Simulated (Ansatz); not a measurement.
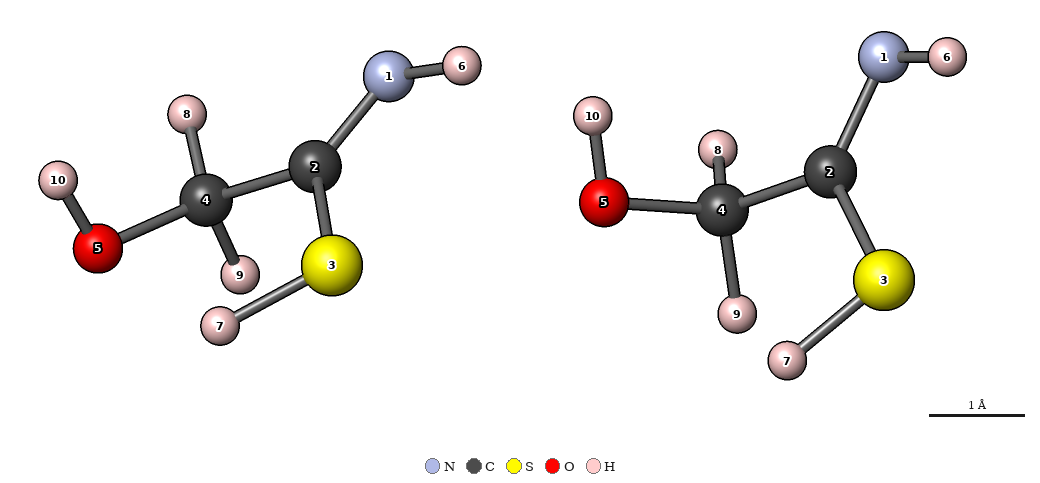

Two geometries of C₂H₅NOS, drawn at one scale. One is the start of a relaxation, the other its converged end. A ball-and-stick model, seen at a tilt.

Level of theory: Ansatz, UKS PBE0-D4/def2-SVP. (collinear spin; force threshold 0.02 eV/Å; at most 50 steps)

Question: Which geometry has the lower energy?

Answer: The left one is the relaxed one. The run prepares an end point of a later path (hydrogen shift) calculation, from a guessed geometry. The atom that moves furthest after the best rigid fit is H10 (0.74 Å). By element the largest moves are H 0.74 Å, O 0.51 Å, S 0.49 Å, N 0.43 Å, C 0.13 Å. Among the contacts that change: C4–H9 1.171 → 1.102 Å, N1–C2 1.334 → 1.266 Å, N1–H6 0.960 → 1.023 Å, C2–S3 1.718 → 1.778 Å. Bond angles that change, for instance: N1–C2–S3 117.4° → 125.3°, O5–C4–H8 106.8° → 113.4°, N1–C2–C4 125.3° → 119.0°. Groups turn about C2–C4 by about 45°. After 13 accepted moves (14 points after the start) the energy has fallen by 67.0 kJ/mol. The largest force component goes from 4.4 to 0.0043 eV/Å. The line search rejected the trial step at point 10 of the run. The run took 32 s on 2 threads of INTEL(R) XEON(R) PLATINUM 8581C CPU @ 2.30GHz (Emerald Rapids), with other jobs on the host, peak memory 0.31 GiB.
